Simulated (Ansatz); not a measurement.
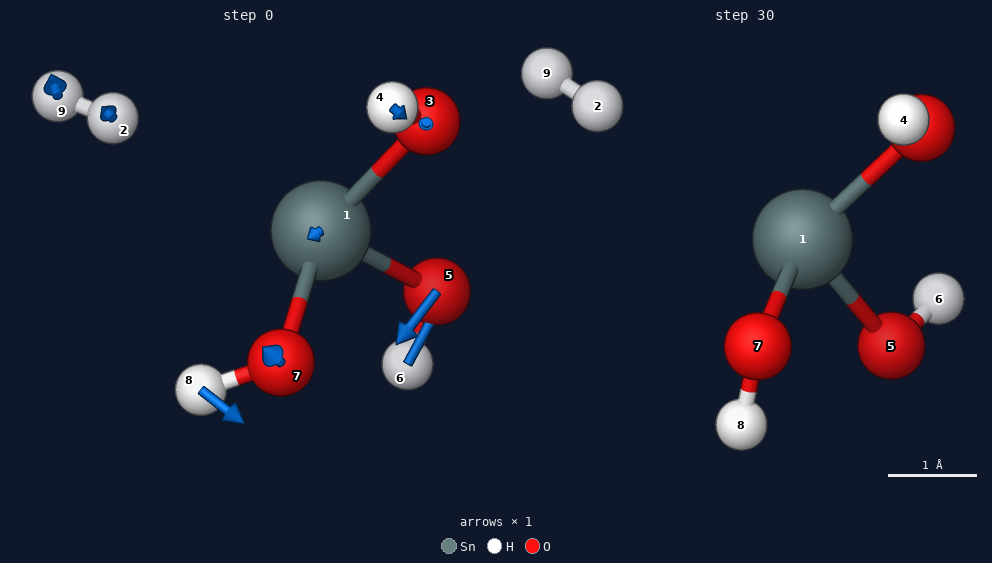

The structure of SnH5O3 (multiplicity 2) before (left) and after (right) a relaxation, at one scale. The blue arrows give the displacements, at their true length.

A ball-and-stick model, seen from a free direction.

The run prepares an end point of a later path (reaction) calculation, from a guessed geometry.

Theory: UKS PBE-D4/def2-SVP in Ansatz.

Input
```yaml
crystal:
  periodic: [false, false, false]
  atoms:
    - { symbol: Sn, position_ang: [-0.023864, -0.048486, -0.113556] }
    - { symbol: H, position_ang: [0.034521, 0.072643, 2.825502] }
    - { symbol: O, position_ang: [1.800401, 0.011239, -0.985303] }
    - { symbol: H, position_ang: [2.212146, -0.873879, -0.915054] }
    - { symbol: O, position_ang: [-0.876043, 1.561659, -1.009838] }
    - { symbol: H, position_ang: [-1.84975, 1.502886, -0.92852] }
    - { symbol: O, position_ang: [-0.912229, -1.749606, -0.826113] }
    - { symbol: H, position_ang: [-1.471341, -2.16163, -0.136439] }
    - { symbol: H, position_ang: [-0.006141, 0.036674, 3.54652] }
magnetization:
  spin_polarized: true
  initial_magnetization: 1
basis:
  gaussian: { orbitals: def2-SVP }
hamiltonian:
  xc: pbe
  dispersion: d4
relax:
  f_tol: 0.03
  max_steps: 50
```

Command:
```bash
ansatz run input.yaml --threads 4 --pin off --max-ram 5120MiB --backend cpu --events-out ev --progress --plain --runs-dir out
```

Q: Summarise the run.

A: The energy falls by 10.1 kJ/mol in 23 accepted moves (30 points after the start). Largest force component: 1.9 eV/Å at the start, 0.029 eV/Å at the end. The line search rejected the trial steps at points 5, 7, 14, 18, 23, 26, 28 of the run. The forces were under the threshold at step 3, but the run went on from there. H6 moves most after the best rigid fit: 0.85 Å. By element the largest moves are H 0.85 Å, O 0.80 Å, Sn 0.21 Å. Some distances before and after: H2–H9 0.723 → 0.771 Å, Sn1–O7 2.047 → 2.032 Å, Sn1–O3 2.023 → 2.036 Å, Sn1–O5 2.030 → 2.037 Å. Bond angles that change, for instance: O3–Sn1–O5 99.5° → 107.0°, O5–Sn1–O7 108.9° → 103.9°. Groups turn about Sn1–O5 by about 150°, Sn1–O7 by about 70°. Cost: 41 s on 4 threads of Arm Neoverse V1 (shared host), peak memory 0.16 GiB.

Limits of the set-up: the start holds two separate molecules, 2.9 Å apart at their closest, whose relative position is a soft coordinate.
